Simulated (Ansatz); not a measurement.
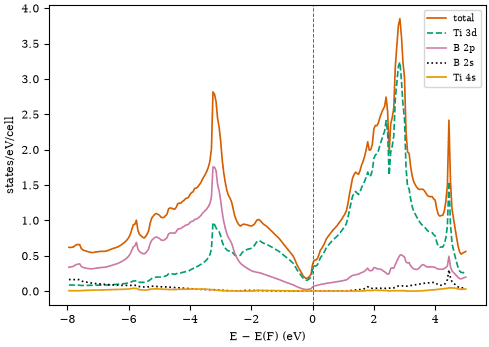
*Total and projected density of states of TiB₂ in space group P6/mmm (No. 191; Ti on 1a, B on 2d), PBE in the plane-wave PAW code Ansatz*

Task: Which orbitals carry the states next to the Fermi level?

Result: Within 0.5 eV of the Fermi level: Ti 3d 83 %, B 2p 16 %. Projections are on Löwdin-orthogonalised atomic valence shells; empty p or d shells of many metals are not among them.

Task: Where is the tallest occupied peak in this window, and what makes it?

Result: Near -3.2 eV, about 2.8 states/eV per cell; the largest projected share is B 2p.

The cell was relaxed with PBE under the symmetry of its start; phonons on a q-mesh show no instability. The run is not spin-polarised.

Potentials: the later of the program's two PAW sets.
